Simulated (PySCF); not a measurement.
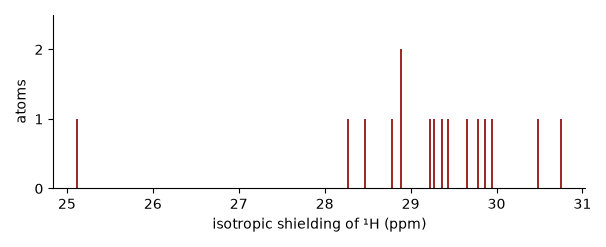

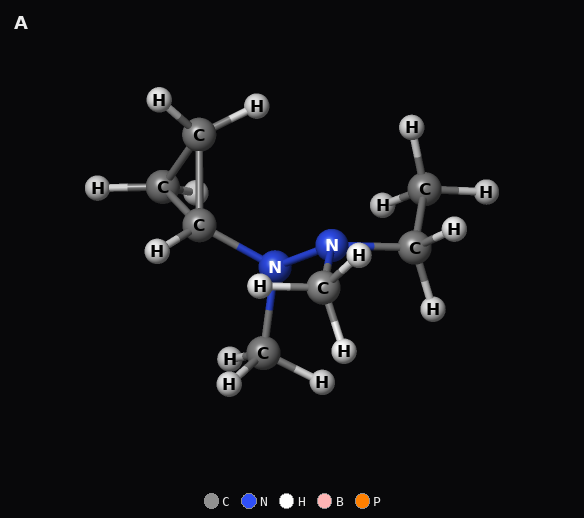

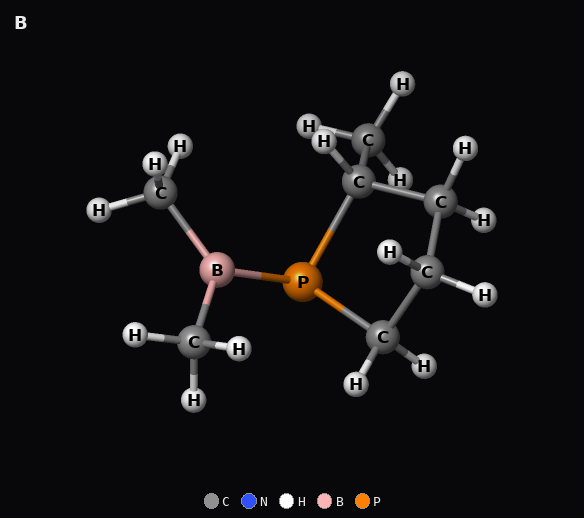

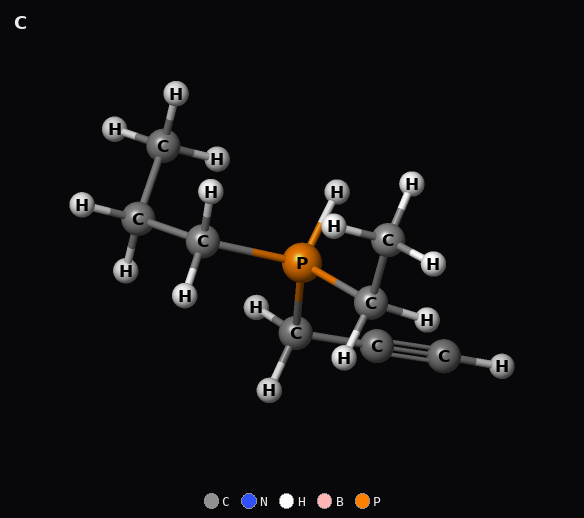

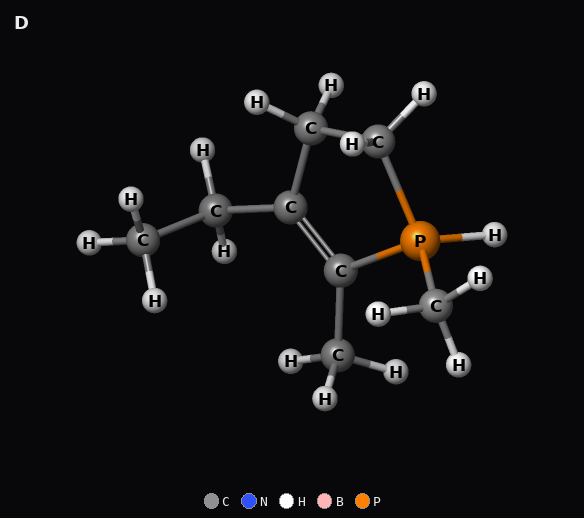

The sticks are computed shieldings of one of the molecules, for one fixed geometry (GFN2-xTB) without averaging over rotations. Low shielding means a high chemical shift. Method: GIAO PBE0/pcSseg-1 NMR shielding, non-relativistic, gas phase (PySCF 2.14.0).

**Match the spectrum to a structure.**

D, `CCC1=C(C)[P@H+](C)CC1`. Its 16 H atoms give lines at 25.12, 28.28, 28.47, 28.78, 28.89 (2 atoms), 29.23, 29.27, 29.36, 29.44, 29.66, 29.79, 29.87, 29.95, 30.48, 30.75 ppm.

The geometry is semi-empirical. Around B, P such bond lengths and angles can be off by a tenth of an ångström or more and by several degrees, and values that hang on the shape move with them.
